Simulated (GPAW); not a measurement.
**MoS2 (R3m): refractive index against wavelength**

The refractive index of MoS2 (R3m) along x below the direct gap (1.87 eV on the mesh) is read from one computed spectrum, n = √(Re ε). x, y and z are the Cartesian axes of the input cell.

Cell: a, b, c = 6.415, 6.415, 6.415 Å (primitive vectors), 3 atoms.

Method: GPAW 26.7.0, LDA, RPA, k-mesh 11×11×11, local fields up to 50 eV, Lorentzian half width 0.15 eV.

Launch of the response step: `OMP_NUM_THREADS=1 python df.py`. The run took 13.7 min, its band step included, on 1 thread of Arm Neoverse V1, with other jobs on the host.

```
wavelength (nm)  photon energy E (eV)       n
           3000                 0.413  3.7575
           2000                 0.620  3.7934
           1550                 0.800  3.8392
           1310                 0.946  3.8885
           1064                 1.165       ?
```

In the single-oscillator model n² − 1 = E₀E_d/(E₀² − E²), so 1/(n² − 1) = E₀/E_d − E²/(E₀E_d) is linear in E².

Working, on the rows shown:

| x = E² (eV²) | y = 1/(n² − 1) |
| --- | --- |
| 0.170801 | 0.0762264 |
| 0.384302 | 0.0746832 |
| 0.639837 | 0.0727831 |
| 0.895757 | 0.0708194 |

Means: x̄ = 0.52267, ȳ = 0.073628. Σ(x − x̄)(y − ȳ) = -0.002207, Σ(x − x̄)² = 0.2959. Slope = -0.002207 / 0.2959 = -0.00746; intercept = ȳ − slope · x̄ = 0.077527. Turned back into n, the line misses the rows shown by at most 0.00071.

**Question.** Predict the last column of the withheld row from the fit.

**Answer.** At x = 1.3578 the line gives y = 0.067398, that is 3.9796. The run gave 3.9880, so the extrapolation is off by 0.0084, 4 % of the range in the table.

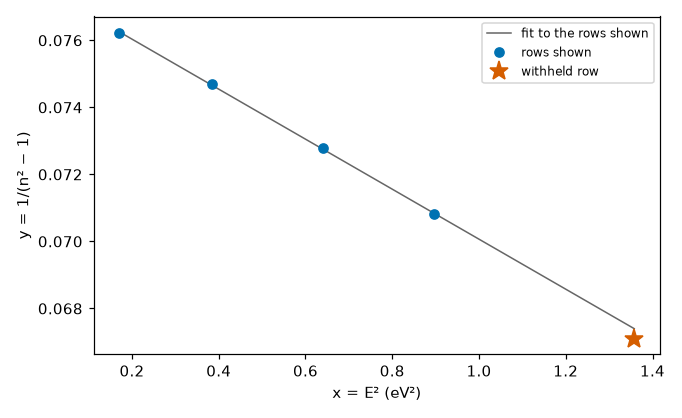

Refitted with all rows, the slope is -0.007696 and the intercept 0.07763. These give E₀ = √(intercept/−slope) = 3.18 eV and E_d = E₀/intercept = 40.9 eV; E₀ is 1.7 times the direct gap. The electronic limit at long wavelengths, without lattice vibrations, is n = √(1 + 1/intercept) = 3.726. Excitons are left out; LDA gaps are as a rule too small. The values come from a sum over the points of one k-mesh and carry its error, which grows as the direct gap shrinks. This version of GPAW has incomplete matrix elements in the optical limit, which can lower ε − 1 by up to a tenth where first-row anions or d states rule. Spin-orbit coupling is left out.

[Logs are printed without paths, hosts, clocks, repeated set-up lines and the standing remarks that a program may print on its own settings, such as how far it seeks lower states.]
